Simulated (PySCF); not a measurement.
Consider C$_{6}$H$_{14}$S$_{2}$Si.

```tsv
atom	x (Å)	y (Å)	z (Å)
C	-2.4513	1.3991	-0.0308
S	-1.3333	0.7270	1.2245
C	-0.2832	-0.4850	0.2863
Si	-1.3517	-2.0748	0.2262
C	0.9754	-0.7013	1.1271
C	1.8470	0.5475	1.2687
C	2.3589	1.0452	-0.0712
S	0.9800	1.5822	-1.1248
C	0.0742	-0.0006	-1.0997
H	-2.9746	0.5970	-0.5429
H	-1.8923	2.0161	-0.7283
H	-3.1618	2.0127	0.5147
H	-0.6084	-3.1147	-0.4888
H	-2.5809	-1.7721	-0.5050
H	-1.6260	-2.4584	1.6043
H	1.5639	-1.5023	0.6669
H	0.6799	-1.0336	2.1247
H	1.2677	1.3384	1.7489
H	2.7010	0.3131	1.9097
H	2.9052	0.2652	-0.6067
H	3.0009	1.9168	0.0482
H	-0.8059	0.1541	-1.7216
H	0.7107	-0.7448	-1.5862
```

Geometry: GFN2-xTB.

All numbers below come from PBE0/pcSseg-1, SCF density, gas phase, non-relativistic in PySCF 2.14.0.

### What will maps of the electron density and electron localisation function show?

C–C (1.52 Å): ρ at the midpoint is about 1.7 e/Å³; the ELF peaks at about 0.95 between the atoms, as expected for a covalent bond.
C–S (1.81 Å): ρ at the midpoint is about 1.2 e/Å³; the ELF peaks at about 0.90 between the atoms: localised, covalent bonding.
C–H (1.09 Å): the density is about 2 e/Å³ at the midpoint; the ELF climbs to about 1 towards the hydrogen, as it does in any bond to H: a covalent bond by its length.

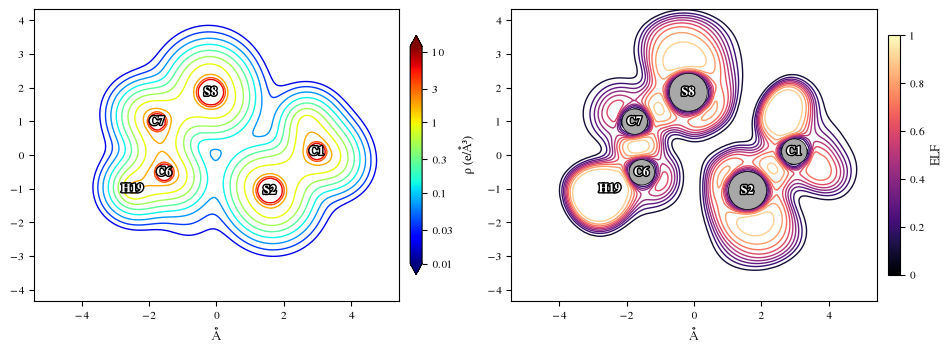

Computed electron density and electron localisation function on the plane of atoms C6, C7 and S8, in this order. Grey discs cover the atomic cores in the ELF map. 
